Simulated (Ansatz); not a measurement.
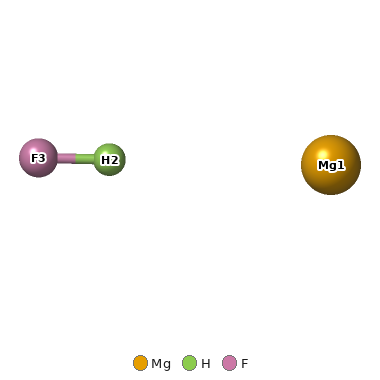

The system is Mg + HF; the picture shows the reference structure. 
- Coordinates scanned: (1) distance Mg1–H2; (2) distance H2–F3.
- Nothing is relaxed (the angle Mg1–H2–F3 is fixed at 180 degrees).
- The grid has 17 × 17 points.
- All energies are given in eV relative to the lowest grid point.
- The reference is spin-restricted, so regions where a bond is pulled apart into radicals lie too high.
- All numbers below come from RKS PBE0-D4/aug-cc-pVTZ in Ansatz.

Its coordinates:

```csv
atom,x (Å),y (Å),z (Å)
Mg,-2.8470,0.0000,0.0000
H,0.0000,0.0000,0.0000
F,0.9100,0.0000,0.0000
```

Range: distance Mg1–H2 from 1.376 to 2.976 Å; distance H2–F3 from 0.728 to 2.328 Å.

Q: Predict the map.

A: The lowest grid point is at distance Mg1–H2 = 2.847 Å, distance H2–F3 = 0.910 Å. The highest grid point, distance Mg1–H2 = 2.976 Å, distance H2–F3 = 2.328 Å, lies 5.68 eV above the lowest.

```
distance H2–F3 ↓, distance Mg1–H2 →  1.420  1.558  1.729  1.922  2.133  2.359  2.597  2.847
                              2.199   4.44   4.04   3.92   4.04   4.30   4.63   4.97   5.28
                              1.949   4.07   3.65   3.49   3.57   3.79   4.08   4.37   4.65
                              1.711   3.62   3.16   2.95   2.97   3.13   3.35   3.59   3.82
                              1.485   3.11   2.59   2.30   2.23   2.30   2.44   2.61   2.77
                              1.274   2.56   1.96   1.57   1.39   1.35   1.40   1.48   1.57
                              1.081   2.11   1.42   0.92   0.63   0.48   0.43   0.43   0.46
                              0.910   2.14   1.40   0.81   0.43   0.19   0.07   0.01   0.00
                              0.772   3.38   2.63   2.01   1.58   1.30   1.13   1.05   1.01
```

The table holds every second grid line.

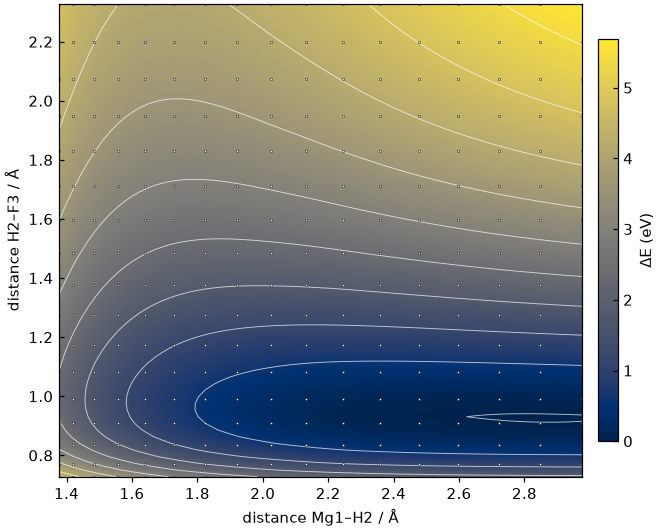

The picture shows a smooth colour map with a few white contour lines, dots at the grid points. Between grid points the surface is interpolated.

The whole map (289 points run) took 8.8 min on 1 thread of Arm Neoverse V2 (shared host).
